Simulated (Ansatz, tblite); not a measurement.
**SiMe(OiPr)3 (C₁₀H₂₄O₃Si): a ladder of methods and basis sets**

Aim: run the singlet of SiMe(OiPr)3 (C₁₀H₂₄O₃Si) at one geometry on many levels, and compare frontier levels, spin and run time.

The runs use Ansatz 0.2.0, Gaussian basis; as each input shows.

The runs, in order: GFN1-xTB, GFN2-xTB, PBE-D4/def2-TZVP, r2SCAN-D4/def2-TZVP, LC-ωPBE/def2-TZVP, B97M-V/def2-TZVP, BLYP-D4/def2-TZVP, PBE-D4/def2-SVP, PBE0-D4/def2-SVP, HF/STO-3G, CCSD(T)/def2-SVP, MP2/def2-TZVP, RPA/def2-TZVP.

### 1 The relaxed structure

The singlet was relaxed beforehand with PBE-D4/def2-SVP.

38 atoms, charge 0, spin multiplicity 1.

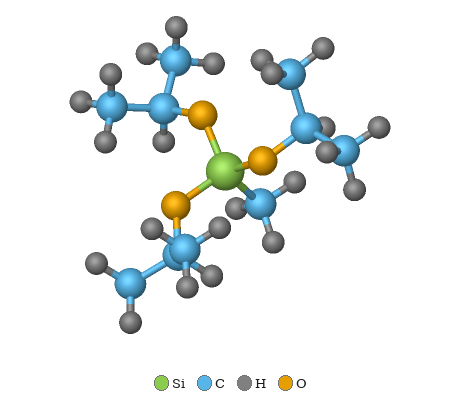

The geometry (silicon green, carbon blue, hydrogen grey, oxygen amber).

Coordinates:

```mol
C10H24O3Si
  3D, bonds by distance, orders not assigned

 38 37  0  0  0  0  0  0  0  0999 V2000
    0.0927   -0.0645    0.4885 Si  0  0
    0.4294   -0.3564    2.3096 C   0  0
   -0.5127   -0.3655    2.8952 H   0  0
    1.0804    0.4394    2.7263 H   0  0
    0.9387   -1.3290    2.4693 H   0  0
    1.4996   -0.1577   -0.4089 O   0  0
    2.2691   -1.3531   -0.6098 C   0  0
    3.7409   -0.9571   -0.6580 C   0  0
    1.7936   -2.0568   -1.8794 C   0  0
    2.1176   -2.0449    0.2556 H   0  0
    3.9194   -0.2586   -1.5012 H   0  0
    4.3886   -1.8462   -0.7969 H   0  0
    4.0390   -0.4475    0.2796 H   0  0
    0.7179   -2.3052   -1.7951 H   0  0
    1.9296   -1.3905   -2.7559 H   0  0
    2.3653   -2.9909   -2.0557 H   0  0
   -0.5776    1.4441    0.2323 O   0  0
    0.0684    2.7014    0.4794 C   0  0
   -1.0085    3.7046    0.8807 C   0  0
    0.8550    3.1290   -0.7598 C   0  0
    0.7837    2.5919    1.3327 H   0  0
   -1.7413    3.8242    0.0557 H   0  0
   -0.5660    4.6965    1.1031 H   0  0
   -1.5552    3.3532    1.7786 H   0  0
    1.6067    2.3587   -1.0203 H   0  0
    0.1668    3.2473   -1.6223 H   0  0
    1.3739    4.0945   -0.5884 H   0  0
   -0.9639   -1.2043   -0.1234 O   0  0
   -2.3235   -1.4010    0.2893 C   0  0
   -2.6491   -2.8816    0.1191 C   0  0
   -3.2454   -0.4866   -0.5187 C   0  0
   -2.4259   -1.1401    1.3726 H   0  0
   -2.5455   -3.1728   -0.9470 H   0  0
   -3.6864   -3.1011    0.4436 H   0  0
   -1.9537   -3.5061    0.7154 H   0  0
   -2.9536    0.5725   -0.3791 H   0  0
   -3.1648   -0.7277   -1.5991 H   0  0
   -4.3029   -0.6124   -0.2075 H   0  0
  1  2  8  0
  1  6  8  0
  1 17  8  0
  1 28  8  0
  2  3  8  0
  2  4  8  0
  2  5  8  0
  6  7  8  0
  7  8  8  0
  7  9  8  0
  7 10  8  0
  8 11  8  0
  8 12  8  0
  8 13  8  0
  9 14  8  0
  9 15  8  0
  9 16  8  0
 17 18  8  0
 18 19  8  0
 18 20  8  0
 18 21  8  0
 19 22  8  0
 19 23  8  0
 19 24  8  0
 20 25  8  0
 20 26  8  0
 20 27  8  0
 28 29  8  0
 29 30  8  0
 29 31  8  0
 29 32  8  0
 30 33  8  0
 30 34  8  0
 30 35  8  0
 31 36  8  0
 31 37  8  0
 31 38  8  0
M  END
```

PBE0-D4/def2-TZVP was run before; its log isn't repeated, and its numbers join the tables.

### 2 GFN1-xTB

Tight binding, by tblite at 300 K electronic temperature and without a spin-polarisation term:

```python
tblite.interface.Calculator('GFN1-xTB', numbers, positions, charge=0, uhf=0).singlepoint()
```

Energy -1368.2642 eV, HOMO -11.60 eV, LUMO -3.49 eV; 0.056 s.

### 3 GFN2-xTB

Tight binding, by tblite at 300 K electronic temperature and without a spin-polarisation term:

```python
tblite.interface.Calculator('GFN2-xTB', numbers, positions, charge=0, uhf=0).singlepoint()
```

Energy -1298.7632 eV, HOMO -10.60 eV, LUMO -2.76 eV; 0.033 s.

### 4 PBE-D4/def2-TZVP

start.molden holds the orbitals of an earlier run on this state, given as this run's starting guess.

in.yaml

```yaml
crystal:
  periodic: [false, false, false]
  atoms:
    - {symbol: Si, position_ang: [0.092663, -0.064479, 0.488530]}
    - {symbol: C, position_ang: [0.429405, -0.356385, 2.309557]}
    - {symbol: H, position_ang: [-0.512703, -0.365459, 2.895191]}
    - {symbol: H, position_ang: [1.080373, 0.439416, 2.726349]}
    - {symbol: H, position_ang: [0.938679, -1.329023, 2.469322]}
    - {symbol: O, position_ang: [1.499565, -0.157650, -0.408901]}
    - {symbol: C, position_ang: [2.269137, -1.353058, -0.609807]}
    - {symbol: C, position_ang: [3.740873, -0.957147, -0.657981]}
    - {symbol: C, position_ang: [1.793558, -2.056825, -1.879411]}
    - {symbol: H, position_ang: [2.117557, -2.044900, 0.255583]}
    - {symbol: H, position_ang: [3.919432, -0.258574, -1.501203]}
    - {symbol: H, position_ang: [4.388551, -1.846155, -0.796902]}
    - {symbol: H, position_ang: [4.038998, -0.447505, 0.279646]}
    - {symbol: H, position_ang: [0.717899, -2.305223, -1.795097]}
    - {symbol: H, position_ang: [1.929570, -1.390473, -2.755904]}
    - {symbol: H, position_ang: [2.365306, -2.990877, -2.055656]}
    - {symbol: O, position_ang: [-0.577626, 1.444131, 0.232318]}
    - {symbol: C, position_ang: [0.068391, 2.701378, 0.479398]}
    - {symbol: C, position_ang: [-1.008509, 3.704595, 0.880688]}
    - {symbol: C, position_ang: [0.855038, 3.129030, -0.759832]}
    - {symbol: H, position_ang: [0.783702, 2.591936, 1.332686]}
    - {symbol: H, position_ang: [-1.741266, 3.824156, 0.055747]}
    - {symbol: H, position_ang: [-0.565989, 4.696530, 1.103063]}
    - {symbol: H, position_ang: [-1.555202, 3.353197, 1.778587]}
    - {symbol: H, position_ang: [1.606747, 2.358704, -1.020263]}
    - {symbol: H, position_ang: [0.166809, 3.247331, -1.622337]}
    - {symbol: H, position_ang: [1.373863, 4.094486, -0.588402]}
    - {symbol: O, position_ang: [-0.963925, -1.204286, -0.123425]}
    - {symbol: C, position_ang: [-2.323524, -1.401025, 0.289282]}
    - {symbol: C, position_ang: [-2.649113, -2.881619, 0.119109]}
    - {symbol: C, position_ang: [-3.245403, -0.486629, -0.518667]}
    - {symbol: H, position_ang: [-2.425876, -1.140104, 1.372569]}
    - {symbol: H, position_ang: [-2.545548, -3.172838, -0.947029]}
    - {symbol: H, position_ang: [-3.686448, -3.101097, 0.443565]}
    - {symbol: H, position_ang: [-1.953708, -3.506062, 0.715361]}
    - {symbol: H, position_ang: [-2.953570, 0.572549, -0.379118]}
    - {symbol: H, position_ang: [-3.164815, -0.727674, -1.599077]}
    - {symbol: H, position_ang: [-4.302901, -0.612377, -0.207523]}
basis:
  gaussian: {orbitals: def2-TZVP, fitting: {mean_field: def2-universal-jkfit}, initial_orbitals: start.molden}
hamiltonian: {xc: pbe, dispersion: d4}
scf: {omitted_lower_state_checks: [starts]}
output: {forces: true, orbitals: {seedname: orbitals}}
```

On the command line:

```
$ ansatz run in.yaml --threads 2 --pin off --events-out ev --progress --plain --max-ram 32768MiB --backend cuda --devices 0, --max-vram 18GiB
```

Output, cut to the lines that bear on the results:

```text
Functional definition: PBE
  name "PBE"
  cite "Perdew, Burke & Ernzerhof, Phys. Rev. Lett. 77, 3865 (1996) doi:10.1103/PhysRevLett.77.3865"
  parent pbe
[...]
1541 factors; integrals over basis functions are off by at most 8.7e-1 eV
[...]
mean field -24766.07079426 eV, -910.1363146432 hartree, gradient 2.6e-5 eV, S^2 0.000000; 0 other end points of the search recorded, 0 dependent functions left out
[...]
reference -24766.07087577 eV, -910.1363176387 hartree; 61, 61 occupied and 523, 523 virtual orbitals, 1541 factors
Total energy: -24767.09866786 eV, -910.1740883012 hartree
Atom 0 at     0.092663    -0.064479     0.488530 Å, force    -0.085037     0.079185    -0.505136 eV/Å
Atom 1 at     0.429405    -0.356385     2.309557 Å, force     0.030976    -0.027797     0.160595 eV/Å
Atom 2 at    -0.512703    -0.365459     2.895191 Å, force     0.252601     0.000322    -0.158707 eV/Å
Atom 3 at     1.080373     0.439416     2.726349 Å, force    -0.178561    -0.212294    -0.114193 eV/Å
Atom 4 at     0.938679    -1.329023     2.469322 Å, force    -0.136168     0.264363    -0.045288 eV/Å
Atom 5 at     1.499565    -0.157650    -0.408901 Å, force    -0.556094     0.143047     0.340112 eV/Å
Atom 6 at     2.269137    -1.353058    -0.609807 Å, force     0.057412    -0.330366     0.152294 eV/Å
Atom 7 at     3.740873    -0.957147    -0.657981 Å, force     0.198566     0.095609    -0.023499 eV/Å
[...]
Atom 22 at    -0.565989     4.696530     1.103063 Å, force    -0.100288    -0.264075    -0.062573 eV/Å
Atom 23 at    -1.555202     3.353197     1.778587 Å, force     0.157071     0.097499    -0.236060 eV/Å
Atom 24 at     1.606747     2.358704    -1.020263 Å, force    -0.193904     0.221736     0.070178 eV/Å
Atom 25 at     0.166809     3.247331    -1.622337 Å, force     0.179447    -0.021389     0.230066 eV/Å
Atom 26 at     1.373863     4.094486    -0.588402 Å, force    -0.142284    -0.250080    -0.026311 eV/Å
Atom 27 at    -0.963925    -1.204286    -0.123425 Å, force     0.483710     0.402721     0.170614 eV/Å
Atom 28 at    -2.323524    -1.401025     0.289282 Å, force    -0.238290     0.069800     0.306083 eV/Å
Atom 29 at    -2.649113    -2.881619     0.119109 Å, force    -0.012441    -0.207212    -0.065660 eV/Å
Atom 30 at    -3.245403    -0.486629    -0.518667 Å, force    -0.084935     0.092899    -0.137340 eV/Å
Atom 31 at    -2.425876    -1.140104     1.372569 Å, force     0.044842    -0.061549    -0.283330 eV/Å
Atom 32 at    -2.545548    -3.172838    -0.947029 Å, force    -0.037639     0.080907     0.286463 eV/Å
Atom 33 at    -3.686448    -3.101097     0.443565 Å, force     0.271030     0.072918    -0.084321 eV/Å
Atom 34 at    -1.953708    -3.506062     0.715361 Å, force    -0.197376     0.177165    -0.153813 eV/Å
Atom 35 at    -2.953570     0.572549    -0.379118 Å, force    -0.093076    -0.287213    -0.032583 eV/Å
Atom 36 at    -3.164815    -0.727674    -1.599077 Å, force    -0.029810     0.055779     0.290172 eV/Å
Atom 37 at    -4.302901    -0.612377    -0.207523 Å, force     0.283412     0.019826    -0.070137 eV/Å
Dipole moment:     0.045090    -0.054761     0.286673 e Å
Checks for a lower state left out: starts
```

Wall time 7.5 s (1 × H100 (card shared with other runs) with 2 threads of AMD EPYC 7R13, shared host); peak host memory 1 GiB.

From the report: HOMO -6.37 eV, LUMO -0.08 eV.

### 5 r2SCAN-D4/def2-TZVP

in.yaml, as its differences from that of step 4:

```diff
@@ -43,3 +43,3 @@
   gaussian: {orbitals: def2-TZVP, fitting: {mean_field: def2-universal-jkfit}, initial_orbitals: start.molden}
-hamiltonian: {xc: pbe, dispersion: d4}
+hamiltonian: {xc: r2scan, dispersion: d4}
 scf: {omitted_lower_state_checks: [starts]}
```

Same command.

Output, cut to the lines that bear on the results:

```text
Functional definition: r2SCAN
  name "r2SCAN"
  cite "Furness, Kaplan, Ning, Perdew & Sun, J. Phys. Chem. Lett. 11, 8208 (2020) doi:10.1021/acs.jpclett.0c02405"
  cite "Furness, Kaplan, Ning, Perdew & Sun, J. Phys. Chem. Lett. 11, 9248 (2020) doi:10.1021/acs.jpclett.0c03077"
  parent r2scan
[...]
1541 factors; integrals over basis functions are off by at most 8.7e-1 eV
[...]
mean field -24781.77891373 eV, -910.7135773864 hartree, gradient 1.7e-5 eV, S^2 0.000000; 0 other end points of the search recorded, 0 dependent functions left out
[...]
reference -24781.77893629 eV, -910.7135782154 hartree; 61, 61 occupied and 523, 523 virtual orbitals, 1541 factors
Total energy: -24782.09404567 eV, -910.7251582716 hartree
Atom 0 at     0.092663    -0.064479     0.488530 Å, force    -0.133485     0.122219    -0.790859 eV/Å
[...]
Atom 29 at    -2.649113    -2.881619     0.119109 Å, force    -0.021532    -0.291288    -0.097467 eV/Å
Atom 30 at    -3.245403    -0.486629    -0.518667 Å, force    -0.111332     0.141556    -0.205098 eV/Å
Atom 31 at    -2.425876    -1.140104     1.372569 Å, force     0.082491    -0.104655    -0.488436 eV/Å
Atom 32 at    -2.545548    -3.172838    -0.947029 Å, force    -0.053222     0.156073     0.502507 eV/Å
Atom 33 at    -3.686448    -3.101097     0.443565 Å, force     0.484422     0.133982    -0.149983 eV/Å
Atom 34 at    -1.953708    -3.506062     0.715361 Å, force    -0.333572     0.316859    -0.275708 eV/Å
Atom 35 at    -2.953570     0.572549    -0.379118 Å, force    -0.145177    -0.511705    -0.056527 eV/Å
Atom 36 at    -3.164815    -0.727674    -1.599077 Å, force    -0.035700     0.094749     0.513320 eV/Å
Atom 37 at    -4.302901    -0.612377    -0.207523 Å, force     0.506977     0.033350    -0.124679 eV/Å
Dipole moment:     0.045503    -0.055285     0.289654 e Å
Checks for a lower state left out: starts
```

Run time: 9.5 s. Hardware: 1 × H100 (card shared with other runs) with 2 threads of AMD EPYC 7R13, shared host; peak host memory 1 GiB.

HOMO -6.67 eV, LUMO 0.53 eV.

### 6 LC-ωPBE/def2-TZVP

in.yaml, as its differences from that of step 5:

```diff
@@ -43,4 +43,4 @@
   gaussian: {orbitals: def2-TZVP, fitting: {mean_field: def2-universal-jkfit}, initial_orbitals: start.molden}
-hamiltonian: {xc: r2scan, dispersion: d4}
+hamiltonian: {xc: {name: LC-wPBE}}
 scf: {omitted_lower_state_checks: [starts]}
-output: {forces: true, orbitals: {seedname: orbitals}}
+output: {orbitals: {seedname: orbitals}}
```

The command is unchanged.

Output, cut to the lines that bear on the results:

```text
Functional definition: LC-wPBE
  name "LC-wPBE"
  cite "Vydrov & Scuseria, J. Chem. Phys. 125, 234109 (2006) doi:10.1063/1.2409292"
  cite "Heyd & Scuseria, J. Chem. Phys. 120, 7274 (2004) doi:10.1063/1.1668634"
  cite "Ernzerhof & Perdew, J. Chem. Phys. 109, 3313 (1998) doi:10.1063/1.476928"
  cite "Perdew, Burke & Ernzerhof, Phys. Rev. Lett. 77, 3865 (1996) doi:10.1103/PhysRevLett.77.3865"
  parent pbe
[...]
1541 factors; integrals over basis functions are off by at most 8.7e-1 eV
1541 factors; integrals over basis functions are off by at most 1.1e-6 eV
[...]
mean field -24779.64960171 eV, -910.6353266129 hartree, gradient 1.4e-5 eV, S^2 0.000000; 0 other end points of the search recorded, 0 dependent functions left out
reference -24779.64960172 eV, -910.6353266134 hartree; 61, 61 occupied and 523, 523 virtual orbitals, 1541 factors
Total energy: -24779.64960172 eV, -910.6353266134 hartree
Checks for a lower state left out: starts
```

It took 9.5 s on 1 × H100 (card shared with other runs) with 2 threads of AMD EPYC 7R13, shared host; peak host memory 0.99 GiB.

From the report: HOMO -10.56 eV, LUMO 2.79 eV.

### 7 B97M-V/def2-TZVP

in.yaml, as its differences from that of step 6:

```diff
@@ -43,3 +43,3 @@
   gaussian: {orbitals: def2-TZVP, fitting: {mean_field: def2-universal-jkfit}, initial_orbitals: start.molden}
-hamiltonian: {xc: {name: LC-wPBE}}
+hamiltonian: {xc: {name: B97M-V}}
 scf: {omitted_lower_state_checks: [starts]}
```

Launched as before.

Output, cut to the lines that bear on the results:

```text
Functional definition: B97M-V
  name "B97M-V"
  cite "Mardirossian & Head-Gordon, J. Chem. Phys. 142, 074111 (2015) doi:10.1063/1.4907719"
  cite "Becke, J. Chem. Phys. 107, 8554 (1997) doi:10.1063/1.475007"
  cite "Vydrov & Van Voorhis, J. Chem. Phys. 133, 244103 (2010) doi:10.1063/1.3521275"
  # Of w^i u^j: cxij and so on, Table III.
[...]
  gx(w, u) = cx00 + cx01*u + cx02*u^2 + (cx10 + cx11*u)*w
  gss(w, u) = css00 + css02*u^2 + css10*w + (css32*w^3 + css42*w^4)*u^2
  gos(w, u) = cos00 + cos01*u + cos03*u^3 + cos10*w + cos32*w^3*u^2
[...]
      + integral(e_c_pw_mod_opposite_spin*gos(b97_w_opposite, b97_u_opposite)) + vv10(b, c)
[...]
1541 factors; integrals over basis functions are off by at most 8.7e-1 eV
[...]
mean field -24788.67993152 eV, -910.9671851127 hartree, gradient 2.2e-5 eV, S^2 0.000000; 0 other end points of the search recorded, 0 dependent functions left out
reference -24788.68004309 eV, -910.9671892126 hartree; 61, 61 occupied and 523, 523 virtual orbitals, 1541 factors
Total energy: -24788.68004309 eV, -910.9671892126 hartree
Checks for a lower state left out: starts
```

Run time: 10 s. Hardware: 1 × H100 (card shared with other runs) with 2 threads of AMD EPYC 7R13, shared host; peak host memory 1.2 GiB.

HOMO -6.84 eV, LUMO -0.01 eV.

### 8 BLYP-D4/def2-TZVP

in.yaml, as its differences from that of step 7:

```diff
@@ -43,3 +43,3 @@
   gaussian: {orbitals: def2-TZVP, fitting: {mean_field: def2-universal-jkfit}, initial_orbitals: start.molden}
-hamiltonian: {xc: {name: B97M-V}}
+hamiltonian: {xc: {name: BLYP}, dispersion: d4}
 scf: {omitted_lower_state_checks: [starts]}
```

Same command.

Output:

```text
Functional definition: BLYP
  name "BLYP"
  cite "Becke, Phys. Rev. A 38, 3098 (1988) doi:10.1103/PhysRevA.38.3098"
  cite "Lee, Yang & Parr, Phys. Rev. B 37, 785 (1988) doi:10.1103/PhysRevB.37.785"
  parameter beta = 0.0042
  parameter a = 0.04918
  parameter b = 0.132
  parameter c = 0.2533
  parameter d = 0.349
  exchange = b88_x(beta = beta)
  correlation = lyp_c(a = a, b = b, c = c, d = d)
these checks for a lower state are left out or cut short: starts
1541 factors; integrals over basis functions are off by at most 8.7e-1 eV
mean field evaluation 1: about -24783.5384 eV, gradient 2.5e1 eV
mean field evaluation 2: about -24784.2673 eV, gradient 5.8e-1 eV
mean field evaluation 4: about -24784.2709 eV, gradient 1.4e-3 eV
mean field -24784.27085840 eV, -910.8051546642 hartree, gradient 1.5e-5 eV, S^2 0.000000; 0 other end points of the search recorded, 0 dependent functions left out
reference -24784.27156199 eV, -910.8051805206 hartree; 61, 61 occupied and 523, 523 virtual orbitals, 1541 factors
Total energy: -24786.43706092 eV, -910.8847611385 hartree
Checks for a lower state left out: starts
```

Wall time 7 s (1 × H100 (card shared with other runs) with 2 threads of AMD EPYC 7R13, shared host); peak host memory 0.98 GiB.

From the report: HOMO -6.28 eV, LUMO -0.04 eV.

### 9 PBE-D4/def2-SVP

in.yaml, as its differences from that of step 8:

```diff
@@ -42,4 +42,4 @@
 basis:
-  gaussian: {orbitals: def2-TZVP, fitting: {mean_field: def2-universal-jkfit}, initial_orbitals: start.molden}
-hamiltonian: {xc: {name: BLYP}, dispersion: d4}
+  gaussian: {orbitals: def2-SVP, initial_orbitals: start.molden}
+hamiltonian: {xc: pbe, dispersion: d4}
 scf: {omitted_lower_state_checks: [starts]}
```

Same command.

Output:

```text
Functional definition: PBE
  name "PBE"
  cite "Perdew, Burke & Ernzerhof, Phys. Rev. Lett. 77, 3865 (1996) doi:10.1103/PhysRevLett.77.3865"
  parent pbe
  parameter kappa = 0.804
  parameter beta = 0.06672455060314922
  exchange = pbe_x(kappa = kappa, mu = beta*pi^2/3)
  correlation = pbe_c(beta = beta)
these checks for a lower state are left out or cut short: starts
3597 factors; their error is unknown
mean field evaluation 1: about -24743.6894 eV, gradient 1.5e1 eV
mean field evaluation 2: about -24744.2408 eV, gradient 3.7e-1 eV
mean field evaluation 4: about -24744.0615 eV, gradient 1.1e-3 eV
mean field -24744.06148779 eV, -909.3274875490 hartree, gradient 5.7e-6 eV, S^2 0.000000; 0 other end points of the search recorded, 0 dependent functions left out
reference -24744.06154630 eV, -909.3274896994 hartree; 61, 61 occupied and 259, 259 virtual orbitals, 3597 factors
Total energy: -24745.08933839 eV, -909.3652603619 hartree
Checks for a lower state left out: starts
```

Wall time 6.5 s (1 × H100 (card shared with other runs) with 2 threads of AMD EPYC 7R13, shared host); peak host memory 0.98 GiB.

HOMO -6.22 eV, LUMO 0.38 eV.

### 10 PBE0-D4/def2-SVP

in.yaml, as its differences from that of step 9:

```diff
@@ -43,3 +43,3 @@
   gaussian: {orbitals: def2-SVP, initial_orbitals: start.molden}
-hamiltonian: {xc: pbe, dispersion: d4}
+hamiltonian: {xc: pbe0, dispersion: d4}
 scf: {omitted_lower_state_checks: [starts]}
```

Same command.

Output:

```text
Functional definition: PBE0
  name "PBE0"
  cite "Adamo & Barone, J. Chem. Phys. 110, 6158 (1999) doi:10.1063/1.478522"
  cite "Perdew, Burke & Ernzerhof, Phys. Rev. Lett. 77, 3865 (1996) doi:10.1103/PhysRevLett.77.3865"
  parent pbe
  parameter a = 0.25
  parameter kappa = 0.804
  parameter beta = 0.06672455060314922
  exchange = (1 - a)*pbe_x(kappa = kappa, mu = beta*pi^2/3) + a*exact_x
  correlation = pbe_c(beta = beta)
these checks for a lower state are left out or cut short: starts
3597 factors; their error is unknown
mean field evaluation 1: about -24746.8339 eV, gradient 1.2e1 eV
mean field evaluation 2: about -24747.1943 eV, gradient 2.5e-1 eV
mean field evaluation 4: about -24747.1987 eV, gradient 5.6e-4 eV
mean field -24747.19868426 eV, -909.4427773929 hartree, gradient 1.6e-5 eV, S^2 0.000000; 0 other end points of the search recorded, 0 dependent functions left out
reference -24747.19873085 eV, -909.4427791049 hartree; 61, 61 occupied and 259, 259 virtual orbitals, 3597 factors
Total energy: -24748.09043054 eV, -909.4755484643 hartree
Checks for a lower state left out: starts
```

It took 10 s on 1 × H100 (card shared with other runs) with 2 threads of AMD EPYC 7R13, shared host; peak host memory 0.97 GiB.

Report: HOMO -7.75 eV, LUMO 1.23 eV.

### 11 HF/STO-3G

in.yaml, as its differences from that of step 10:

```diff
@@ -42,4 +42,4 @@
 basis:
-  gaussian: {orbitals: def2-SVP, initial_orbitals: start.molden}
-hamiltonian: {xc: pbe0, dispersion: d4}
+  gaussian: {orbitals: STO-3G}
+hamiltonian: {xc: hf}
 scf: {omitted_lower_state_checks: [starts]}
```

Launched as before.

Output:

```text
Functional definition: HF
  name "HF"
  cite "Fock, Z. Phys. 61, 126 (1930) doi:10.1007/BF01340294"
  parent pbe
  exchange = exact_x
  correlation = 0
these checks for a lower state are left out or cut short: starts
1387 factors; integrals over basis functions are off by at most 4.0e-5 eV
mean field evaluation 1: about -24356.1249 eV, gradient 4.1e1 eV
mean field evaluation 2: about -24356.9657 eV, gradient 4.1e1 eV
mean field evaluation 4: about -24362.8677 eV, gradient 2.6e0 eV
mean field evaluation 8: about -24362.8949 eV, gradient 4.7e-5 eV
mean field -24362.89486245 eV, -895.3198724319 hartree, gradient 1.2e-5 eV, S^2 0.000000; 0 other end points of the search recorded, 0 dependent functions left out
reference -24362.89486245 eV, -895.3198724319 hartree; 61, 61 occupied and 37, 37 virtual orbitals, 1387 factors
Total energy: -24362.89486245 eV, -895.3198724319 hartree
Checks for a lower state left out: starts
```

Wall time 3 s (1 × H100 (card shared with other runs) with 2 threads of AMD EPYC 7R13, shared host); peak host memory 0.76 GiB.

Report: HOMO -8.16 eV, LUMO 11.50 eV.

(Part 1 of 2 ends here.)
